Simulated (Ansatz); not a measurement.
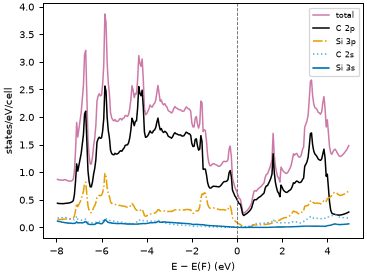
Fig. 1. Total and projected density of states of SiC$_{2}$ in space group P4_2/mmc (No. 131; Si on 2e, C on 4i), r²SCAN (plane waves, PAW; program Ansatz)

Which orbitals carry the states next to the Fermi level?

Within 0.5 eV of the Fermi level: C 2p 75 %, Si 3p 19 %. Projections are on Löwdin-orthogonalised atomic valence shells; empty p or d shells of many metals are not among them.

Where is the tallest occupied peak in this window, and what makes it?

Near -5.8 eV, about 3.9 states/eV per cell; the largest projected share is C 2p.

The start of the workflow was typed in or built on a structure type; neither database checked (COD, Materials Project) lists it. Whether it is the stable phase at ambient conditions was not checked. The cell was relaxed with r²SCAN under the symmetry of its start; whether a distortion lowers the energy is not shown. Its formation energy is positive at this level, so the cell may be metastable or incomplete.

Potentials: the later of the program's two PAW sets.
